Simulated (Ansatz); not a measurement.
# LiZrBr3 (built on the sites of a database entry of CsSnBr3): following an unstable mode, part 2 of 3

Wanted: the energy along a soft mode of LiZrBr3 (built on the sites of a database entry of CsSnBr3) and the structure at the end.

Ansatz 0.2.0; DFT PBEsol, scalar-relativistic, plane waves, norm-conserving pseudopotentials.

So far, highest frequency on the path or at a solved wavevector (cm⁻¹): step 2 (phonons on a q mesh) 254. Also lowest frequency on the path (cm⁻¹): step 2 -154.

The structure was built from a prototype and need not be the compound's stable phase.

**5. Energy along the mode, all amplitudes (two of the runs are shown above)**

An imaginary frequency means negative curvature, so the energy should fall and then rise again as anharmonic terms take over.

This step gave:

```yaml
depth_at_the_lowest_point_sampled: 22.16 meV/atom
largest_atomic_shift_at_that_point: 0.6 Å
```

Table of energy from the parent by largest atomic shift:

```
largest atomic shift (Å)  energy from the parent (meV/atom)
                   0.000                                  0
                   0.040                               -0.1
                   0.080                               -0.4
                   0.140                              -1.23
                   0.220                              -3.02
                   0.320                              -6.39
                   0.450                              -12.6
                   0.600                              -22.2
```

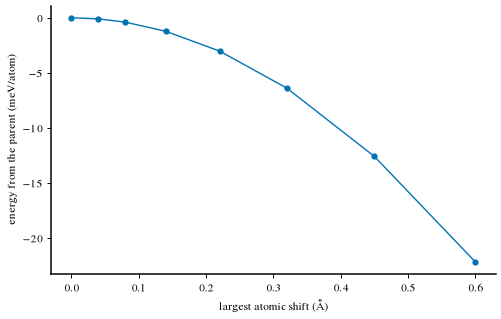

Energy from the parent against largest atomic shift.

Displacement at unit largest shift by atom:

```
atom  x (Å)   y (Å)   z (Å)   size
 Li1  0.000   0.707   0.707  1.000
 Zr2  0.000  -0.005  -0.005  0.007
 Br3  0.000  -0.007  -0.024  0.025
 Br4  0.000  -0.024  -0.007  0.025
 Br5  0.000  -0.024  -0.024  0.034
```

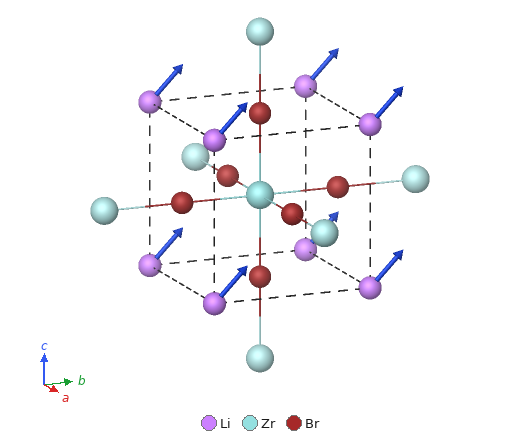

Displacement at unit largest shift as arrows, the longest 1.000 Å. Some periodic images of atoms are drawn too.

The lowest of the steps tried is the last one, at 0.6 Å, 22.2 meV/atom below the parent; the bottom of the well need not coincide with a step.

**6. Relaxing from the distorted cell**

Starting from the lowest point found, all atoms and the cell are let go, so that strain and other modes of the same symmetry can join in.

The input, input.yaml:

```yaml
crystal:
  lattice:
    - [5.2880942881, 0.0, 0.0]
    - [0.0, 5.2880942881, 0.0]
    - [0.0, 0.0, 5.2880942881]
  atoms:
    - { symbol: Li, position: [0.0, 0.0802300499, 0.0802300499] }
    - { symbol: Zr, position: [0.5, 0.4993991988, 0.4993991988] }
    - { symbol: Br, position: [0.5, -0.0007671586, 0.4972423707] }
    - { symbol: Br, position: [0.5, 0.4972423707, -0.0007671586] }
    - { symbol: Br, position: [0.0, 0.4972423707, 0.4972423707] }
kpoints:
  mp_grid: { grid: [8, 8, 8] }
hamiltonian:
  xc: pbesol
  pseudopotentials: { kind: nc }
scf:
  occupations: { method: methfessel_paxton, width: 0.2 }
output:
  forces: true
  stress: true
  eigenvalues: true
relax:
  adjacent_minimum: "off"
  f_tol: 0.002
  max_steps: 120
  cell: { stress_tol: 0.03 }
```

On the command line:

```sh
> ansatz run input.yaml --threads 4 --pin off --max-ram 14336MiB --backend cpu --events-out ev --progress --plain --runs-dir out
```

Numbers of over 12 decimals in the logs are rounded to 6 here.

Output:

```text
[...]
Crystal: 5 atoms, lattice volume = 147.876 Å³
Basis set: ecut = 1006.821291 eV, 10827 PW (Γ), exchange–correlation on 120×120×120 points (8 copies of the dense FFT grid, shifted against one another)
Bands: 23, of which v1, the nominal top of the filled ones, is band 18 counted from 1 (17 counted from 0)
Symmetry: 4 space group operations
[...]
k-points: 105 of 512 (time reversal used)
[...]
SCF iter   1: F=—  HF=-2862.770842 eV  |F-HF|=—  |Δ(HF+E_count)|=         —  Δρ=6.39e-2  dr2=1.64e1  ethr=3.10e-3  ⟨swp⟩=6.2  Hψ=11876  notcnv=0
[...]
SCF iter  11: F=-2858.932815 eV  HF=-2858.932815 eV  |F-HF|=1.05e-8  |Δ(HF+E_count)|=   7.49e-8  S|Δr|=    0.00e0  Δρ=2.23e-6  dr2=2.60e-8  ethr=2.78e-10  ⟨swp⟩=13.1  Hψ=16231  notcnv=0
SCF 1 converged in 11 iterations: F = -2858.932815 eV  dr2 = 2.60e-8
relax step   1: F+E_penalty+E_count = -2858.93281488 eV  Δ(F+E_penalty+E_count) = +0.000e0 eV  max|allowed force component| = 2.460e-1 eV/Å  Δτ_max = 0.0000 Å  P = +0.073 GPa  Ω = 147.876 Å³  (11 SCF iters, dr2 threshold 1.00e-7 eV, accepted)
Crystal: 5 atoms, lattice volume = 149.492 Å³
Basis set: ecut = 1006.821291 eV, 10859 PW (Γ), exchange–correlation on 120×120×120 points (8 copies of the dense FFT grid, shifted against one another)
Bands: 28, of which v1, the nominal top of the filled ones, is band 18 counted from 1 (17 counted from 0)
[...]
SCF iter   6: F=-2859.026889 eV  HF=-2859.026889 eV  |F-HF|=4.68e-8  |Δ(HF+E_count)|=   1.79e-7  S|Δr|=    0.00e0  Δρ=5.65e-6  dr2=7.01e-8  ethr=1.39e-9  ⟨swp⟩=9.3  Hψ=15782  notcnv=0
SCF 2 converged in 6 iterations: F = -2859.026889 eV  dr2 = 7.01e-8
relax step   2: F+E_penalty+E_count = -2859.02688865 eV  Δ(F+E_penalty+E_count) = -9.407e-2 eV  max|allowed force component| = 3.090e-1 eV/Å  Δτ_max = 0.1949 Å  P = -0.272 GPa  Ω = 149.492 Å³  energy of the carried Pulay correction = -4.932e-5 eV  (6 SCF iters, dr2 threshold 5.00e-7 eV, accepted)
Crystal: 5 atoms, lattice volume = 149.752 Å³
Basis set: ecut = 1006.821291 eV, 10883 PW (Γ), exchange–correlation on 120×120×120 points (8 copies of the dense FFT grid, shifted against one another)
[...]
SCF iter   6: F=-2859.138277 eV  HF=-2859.138277 eV  |F-HF|=1.85e-8  |Δ(HF+E_count)|=   1.48e-7  S|Δr|=    0.00e0  Δρ=4.42e-6  dr2=7.84e-8  ethr=1.39e-9  ⟨swp⟩=8.5  Hψ=15626  notcnv=0
SCF 3 converged in 6 iterations: F = -2859.138277 eV  dr2 = 7.84e-8
relax step   3: F+E_penalty+E_count = -2859.13827663 eV  Δ(F+E_penalty+E_count) = -1.114e-1 eV  max|allowed force component| = 2.843e-1 eV/Å  Δτ_max = 0.1974 Å  P = -0.103 GPa  Ω = 149.752 Å³  energy of the carried Pulay correction = -5.718e-5 eV  (6 SCF iters, dr2 threshold 5.00e-7 eV, accepted)
[...]
relax step   4: F+E_penalty+E_count = -2859.20972263 eV  Δ(F+E_penalty+E_count) = -7.145e-2 eV  max|allowed force component| = 1.362e-1 eV/Å  Δτ_max = 0.1950 Å  P = +0.218 GPa  Ω = 150.038 Å³  energy of the carried Pulay correction = -6.584e-5 eV  (6 SCF iters, dr2 threshold 5.00e-7 eV, accepted)
[...]
relax step   5: F+E_penalty+E_count = -2859.25285078 eV  Δ(F+E_penalty+E_count) = -4.313e-2 eV  max|allowed force component| = 6.431e-2 eV/Å  Δτ_max = 0.1966 Å  P = +0.087 GPa  Ω = 150.875 Å³  energy of the carried Pulay correction = -9.107e-5 eV  (6 SCF iters, dr2 threshold 5.00e-7 eV, accepted)
[...]
relax step   6: F+E_penalty+E_count = -2859.25626175 eV  Δ(F+E_penalty+E_count) = -3.411e-3 eV  max|allowed force component| = 5.071e-2 eV/Å  Δτ_max = 0.0231 Å  P = -0.008 GPa  Ω = 150.732 Å³  energy of the carried Pulay correction = -8.679e-5 eV  (4 SCF iters, dr2 threshold 5.00e-7 eV, accepted)
[...]
relax step   7: F+E_penalty+E_count = -2859.25799939 eV  Δ(F+E_penalty+E_count) = -1.738e-3 eV  max|allowed force component| = 1.424e-2 eV/Å  Δτ_max = 0.0208 Å  P = -0.029 GPa  Ω = 151.007 Å³  energy of the carried Pulay correction = -9.504e-5 eV  (5 SCF iters, dr2 threshold 1.61e-7 eV, accepted)
[...]
relax step   8: F+E_penalty+E_count = -2859.25914989 eV  Δ(F+E_penalty+E_count) = -1.150e-3 eV  max|allowed force component| = 4.163e-3 eV/Å  Δτ_max = 0.0107 Å  P = +0.008 GPa  Ω = 150.830 Å³  energy of the carried Pulay correction = -8.974e-5 eV  (5 SCF iters, dr2 threshold 7.50e-8 eV, accepted)
[...]
relax step   9: F+E_penalty+E_count = -2859.25917118 eV  Δ(F+E_penalty+E_count) = -2.129e-5 eV  max|allowed force component| = 7.398e-4 eV/Å  Δτ_max = 0.0024 Å  P = -0.004 GPa  Ω = 150.874 Å³  energy of the carried Pulay correction = -9.105e-5 eV  (5 SCF iters, dr2 threshold 1.08e-9 eV, accepted)
[...]
SCF iter   4: F=-2859.259388 eV  HF=-2859.259388 eV  |F-HF|=7.73e-12  |Δ(HF+E_count)|=  4.09e-12  S|Δr|=    0.00e0  Δρ=6.48e-8  dr2=8.80e-12  ethr=1.00e-12  ⟨swp⟩=7.0  Hψ=13516  notcnv=0
SCF 10 converged in 4 iterations: F = -2859.259388 eV  dr2 = 8.80e-12
relax step  10: F+E_penalty+E_count = -2859.25938796 eV  Δ(F+E_penalty+E_count) = -2.168e-4 eV  max|allowed force component| = 7.404e-4 eV/Å  Δτ_max = 0.0000 Å  P = -0.001 GPa  Ω = 150.874 Å³  stress off target by 7.44e-3 GPa  SCF on the basis re-selected at this cell (its energy is not comparable with the rows above)  (4 SCF iters)
basis re-selected at this cell: Δ(F+E_penalty+E_count) = -2.168e-4 eV, ΔP = +0.003 GPa vs the last step (what re-selecting the basis moved, of the pressure what is left beyond the Pulay correction that the steps carried, after the strain that the cell walked since its last selection, with what the two solves' SCF thresholds leave and, on support functions, any second-order correction that the steps lacked; it is no m [...]
SCF converged after 4 iterations
[...]
Free energy (F): -2859.259388 eV
[...]
Internal energy: -2859.270396 eV  (E = F + TS)
E sigma→0 (E₀):  -2859.262140 eV
Entropy (-TS):   0.011008 eV (2.202 meV/atom)
Fermi energy:    6.115197 eV
Step filling:    the computed levels leave a gap of 0.0440 eV = 0.2 smearing widths at the electron count; against every level under it full and every level over it empty, smearing changes F+E_penalty+E_count by +4.810 meV and its σ→0 estimate by +2.058 meV
[...]
--- Forces (eV/Å), atoms counted from 1 ---
  atom   1  Li     0.00000000     0.00005609     0.00005609
  atom   2  Zr     0.00000000     0.00012686     0.00012686
  atom   3  Br    -0.00000000     0.00074045    -0.00048316
  atom   4  Br    -0.00000000    -0.00048316     0.00074045
  atom   5  Br    -0.00000000    -0.00044008    -0.00044008
  max |Σ_I F_I| component: 1.51e-7 eV/Å
--- Stress (GPa, compression-positive) ---
       -0.002504       0.000000       0.000000
        0.000000       0.000036       0.007407
        0.000000       0.007407       0.000036
  P = ⅓ Tr σ = -0.0008 GPa (-0.008 kbar)
--- Band table (eV; the first three rows and the last of 105) ---
  k-point 0: bands = [... 14 lower, 1.5974, 1.6137, 1.9708, 4.9754, 5.1884, 5.2769, 6.3011, 6.7914, ... 6 higher]
  k-point 1: bands = [... 14 lower, 1.5077, 1.5952, 1.8214, 5.0281, 5.3488, 5.4557, 6.4558, 6.7932, ... 6 higher]
  k-point 2: bands = [... 14 lower, 1.4212, 1.5970, 1.6032, 5.0712, 5.8248, 5.9199, 6.7830, 6.8187, ... 6 higher]
  k-point 104: bands = [... 14 lower, 1.8680, 2.1653, 2.3851, 7.2576, 7.3953, 7.4030, 7.4166, 8.5358, ... 6 higher]
--- Relaxed structure (9 steps of the walk, 9 accepted, 1 SCFs on fresh bases) ---
  F+E_penalty+E_count = -2859.25938796 eV   max|allowed force component| = 7.404e-4 eV/Å   (the final SCF, on the basis selected at the relaxed cell)
  cell:  # Å, volume = 150.8738 Å³
    - [5.268351, 0, 0]
    - [0, 5.353482, 0.148317]
    - [0, 0.148317, 5.353482]
  atoms:
    - { symbol: Li, position: [0, 0.184164, 0.184164] }
    - { symbol: Zr, position: [0.500000, 0.470494, 0.470494] }
    - { symbol: Br, position: [0.500000, -0.029321, 0.451522] }
    - { symbol: Br, position: [0.500000, 0.451522, -0.029321] }
    - { symbol: Br, position: [0, 0.496488, 0.496488] }
```

Elapsed: 6 min, on 4 threads of Arm Neoverse V1, shared host; peak memory 1.6 GiB; 24 min of CPU time.

Step by step:

```
step  energy less that of the first step (eV)  largest force component (eV/Å)  pressure (GPa)  volume (Å³)
   1                                   0.0000                          0.2460            0.07       147.88
   2                                  -0.0941                          0.3090           -0.27       149.49
   3                                  -0.2055                          0.2843           -0.10       149.75
   4                                  -0.2769                          0.1362            0.22       150.04
   5                                  -0.3200                          0.0643            0.09       150.87
   6                                  -0.3234                          0.0507           -0.01       150.73
   7                                  -0.3252                          0.0142           -0.03       151.01
   8                                  -0.3263                          0.0042            0.01       150.83
   9                                  -0.3264                          0.0007            0.00       150.87
 10*                                  -0.3266                          0.0007            0.00       150.87
```

Relaxation steps marked * repeat the geometry before them on a plane-wave basis chosen anew for their cell, so energy and pressure can jump there.

The run keeps the 4 symmetry operations that it works with, so distortions that break them were not tested.

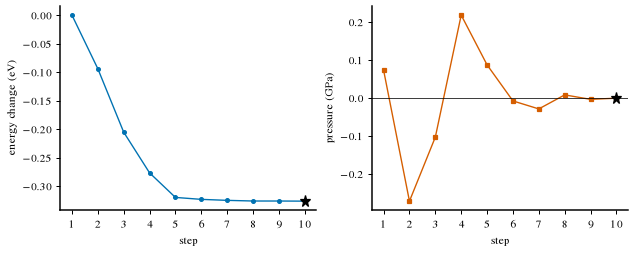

Energy and pressure along the relaxation. Stars mark steps on a basis chosen anew.

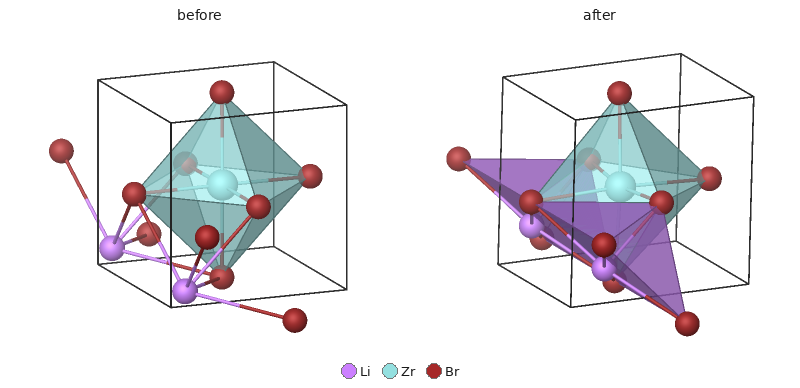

Before and after, at one scale.

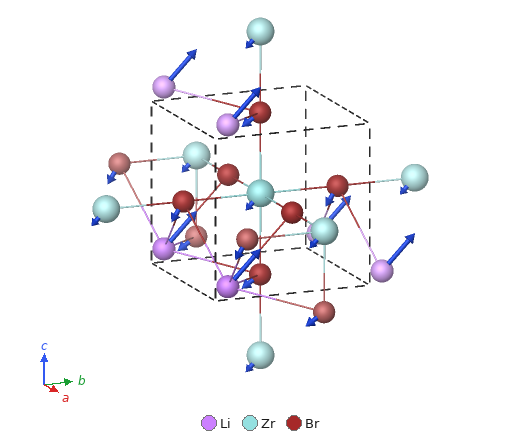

Displacements in the relaxation, exaggerated, measured against the changing cell; the longest in the cell stands for 0.81 Å. Some periodic images of atoms are drawn too.

```
conventional cell, symmetrised  before  after  change
                         a (Å)   5.288  5.268  -0.4 %
                         b (Å)   7.478  7.361  -1.6 %
                         c (Å)   7.478  7.781  +4.0 %
              volume (Å³/atom)   29.58  30.17  +2.0 %
```

The atoms that moved most (Å, as changes of fractional coordinates times the final cell):

```
atom     dx      dy      dz  length
 Li1  0.000   0.572   0.572   0.809
 Br3  0.000  -0.160  -0.249   0.296
 Br4  0.000  -0.249  -0.160   0.296
 Zr2  0.000  -0.159  -0.159   0.225
 Br5  0.000  -0.004  -0.004   0.006
```

Final coordinates:

```xyz
5
Lattice="5.2684 0.0000 0.0000 0.0000 5.3535 0.1483 0.0000 0.1483 5.3535" Properties=species:S:1:pos:R:3 pbc="T T T"
Li    0.0000    1.0132    1.0132
Zr    2.6342    2.5886    2.5886
Br    2.6342   -0.0900    2.4129
Br    2.6342    2.4129   -0.0900
Br    0.0000    2.7316    2.7316
```

Numbers from this step:

```
pressure        : -8.10e-4 GPa
volume per atom : 30.17 Å³
```

The distorted start has space group Amm2; the relaxation ends in Amm2.

**7. The new phase in its own primitive cell**

The relaxed structure is symmetrised, reduced to its primitive cell and relaxed tightly, as its phonons need.

input.yaml, the sections that differ from step 6:

```yaml
crystal:
  lattice:
    - [5.2683510542, 0.0, 0.0]
    - [0.0, 3.6806068714, 3.8903594425]
    - [0.0, -3.6806068714, 3.8903594425]
  atoms:
    - { symbol: Li, position: [0.0, 0.1841641719, 0.1841641719] }
    - { symbol: Zr, position: [0.5, 0.4704941295, 0.4704941295] }
    - { symbol: Br, position: [0.5, 0.9706789572, 0.4515218367] }
    - { symbol: Br, position: [0.5, 0.4515218367, 0.9706789572] }
    - { symbol: Br, position: [0.0, 0.4964877361, 0.4964877361] }
relax:
  adjacent_minimum: "off"
  f_tol: 0.001
  max_steps: 60
  cell: { stress_tol: 0.01 }
# kpoints, hamiltonian, scf, output: as in step 6
```

Output:

```text
[...]
Crystal: 5 atoms, lattice volume = 150.874 Å³
Basis set: ecut = 1006.821291 eV, 10953 PW (Γ), exchange–correlation on 120×120×120 points (8 copies of the dense FFT grid, shifted against one another)
Bands: 23, of which v1, the nominal top of the filled ones, is band 18 counted from 1 (17 counted from 0)
Symmetry: 4 space group operations
[...]
cell:  # Å, volume = 150.8738 Å³
    - [5.2683510542, 0.0, 0.0]
    - [0.0, 3.6806068714, 3.8903594425]
    - [0.0, -3.6806068714, 3.8903594425]
  atoms:
    - { symbol: Li, position: [0.0, 0.184164, 0.184164] }
    - { symbol: Zr, position: [0.5, 0.470494, 0.470494] }
    - { symbol: Br, position: [0.5, 0.970679, 0.451522] }
    - { symbol: Br, position: [0.5, 0.451522, 0.970679] }
    - { symbol: Br, position: [0.0, 0.4964877361, 0.4964877361] }
[key lines of the parts left out:]
SCF converged after 6 iterations
Free energy (F): -2859.259388 eV
Fermi energy:    6.115195 eV
P = ⅓ Tr σ = -0.0008 GPa (-0.008 kbar)
```

Wall time 75 s (4 threads); peak memory 1.3 GiB; 4.9 min of CPU time.

Little changed from the start: no atom moved by 0.005 Å and no cell edge by 0.1 %.

This step gave:

- pressure: -8.12e-4 GPa

The largest force component left is 0.86 meV/Å and the pressure is -0.001 GPa, within the tolerances set. The cell now holds 30.17 Å³/atom.

(Continued in part 3 of 3.)

[Logs are printed without paths, hosts, clocks, repeated set-up lines and the standing remarks that a program may print on its own settings, such as how far it seeks lower states.]

[Hosts, paths, dates, database ids (printed as entryN), source tags and the programs' standing remarks are cut or masked in the printed files.]
